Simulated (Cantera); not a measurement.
Charge: 1 mol Al(CH3)3, 0.82 mol NH3, 1.2 mol N2, equilibrated at 0.000370 bar.

Method: chemical equilibrium by Gibbs-energy minimisation in Cantera with the NASA 1993 tables (ideal gas, pure condensed phases). Candidate condensed phases: Al, AlN, C, C6H6, C7H8, C8H18; 97 gas species. The feed counts by its element totals alone. The numbers say what is thermodynamically allowed, not how fast it happens.

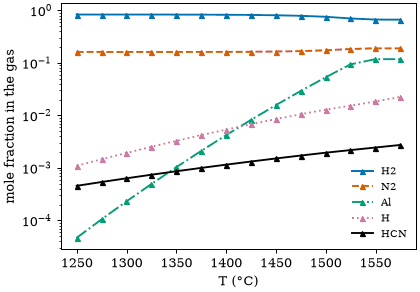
Fig. 1. Equilibrium gas composition (values under 1e-9 drawn at 1e-9)

Problem. Read off the mole fractions at 1275 °C.

Solution. H2 about 0.84, N2 about 0.16, H about 0.0015, HCN about 0.00054, Al about 0.00011.
